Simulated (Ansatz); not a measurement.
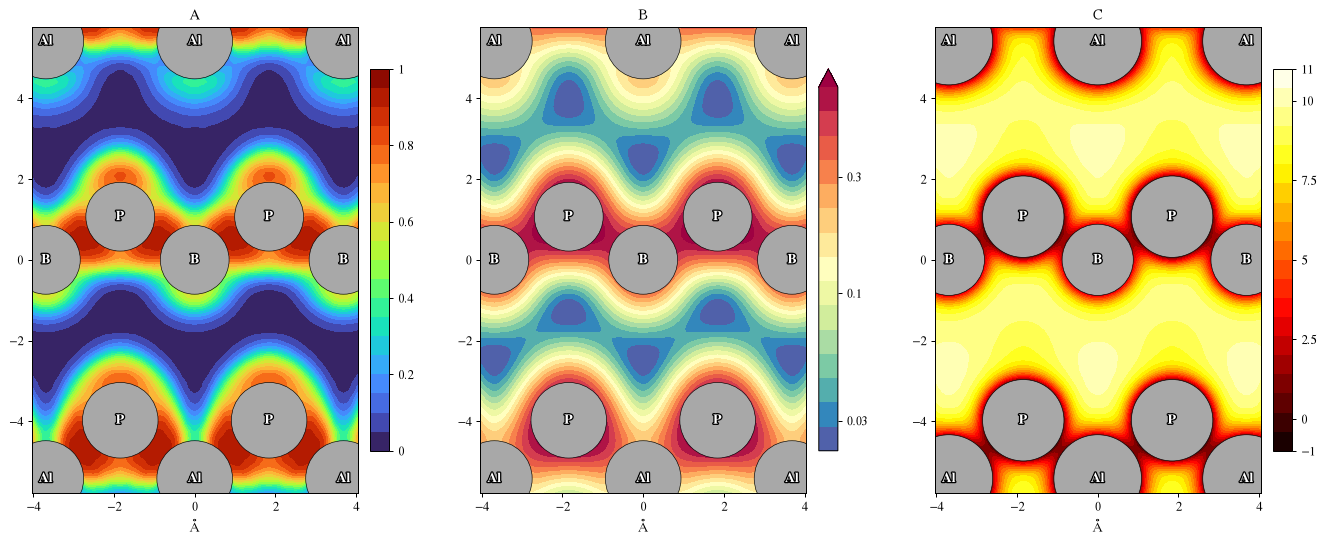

Al$_{3}$BP$_{4}$: 3 fields on the (100) plane of the conventional cell, with unlabelled colour scales. Grey discs cover the atomic cores.

Space group P-4m2; a generated structure, not necessarily the stable one.

Method: DFT PBE, scalar-relativistic, plane waves, PAW (Ansatz 0.2.0).

The panels show electron localisation function, electrostatic potential energy of an electron and valence pseudo-density in some order. Assign them.

Answer. Panel A: electron localisation function. Panel B: valence pseudo-density. Panel C: electrostatic potential energy of an electron (low next to the atoms, rising into the space between them). From the grid: B–P (2.13 Å): the density is about 0.67 e/Å³ at the midpoint; the ELF peaks at about 0.95 between the atoms, as expected for a shared electron pair. Al–P (2.34 Å): ρ at the midpoint is about 0.53 e/Å³; the ELF peaks at about 0.95 between the atoms, as expected for a covalent bond.
